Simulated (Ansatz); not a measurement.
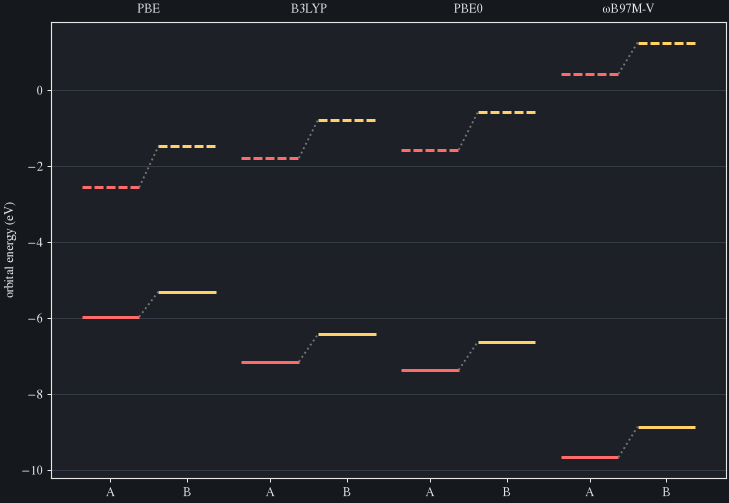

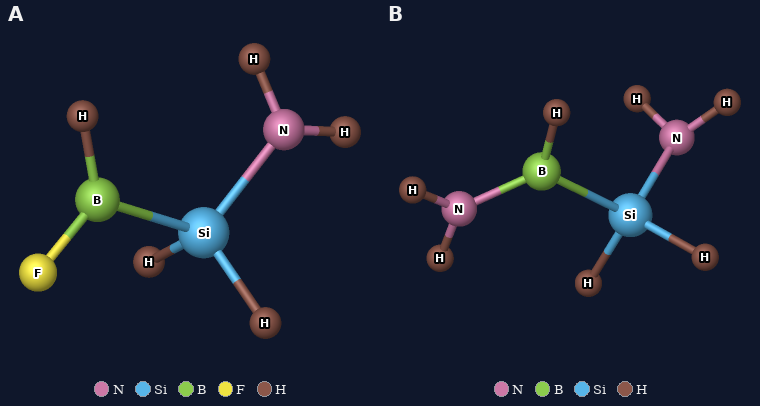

One change: A, BSiNH₅F (SMILES N[SiH2]BF), becomes B, BSiN₂H₇ (SMILES NB[SiH2]N). F on B is replaced by NH₂. HOMO (solid) and LUMO (dashed) computed in def2-TZVPP at PBE0-D4/def2-TZVP geometries, both minima by their frequencies, gas phase, the Ansatz code 0.2.0. Empty levels above zero depend strongly on the basis.

What does the change do to HOMO and LUMO?

Answer. PBE: the HOMO rises by 0.66 eV, the LUMO rises by 1.08 eV, and the separation goes from 3.41 to 3.83 eV. B3LYP: the HOMO rises by 0.73 eV, the LUMO rises by 1.01 eV, and the separation goes from 5.37 to 5.65 eV. PBE0: the HOMO rises by 0.74 eV, the LUMO rises by 0.99 eV, and the separation goes from 5.80 to 6.05 eV. ωB97M-V: the HOMO rises by 0.81 eV, the LUMO rises by 0.82 eV, and the separation goes from 10.10 to 10.11 eV.

Do the functionals agree on the effect?

Answer. They agree on the direction for both levels; the HOMO shift lies between 0.66 and 0.81 eV and the LUMO shift between 0.82 and 1.08 eV, while the separations themselves differ by up to 6.7 eV between functionals.

Note: one conformer of each flexible molecule.
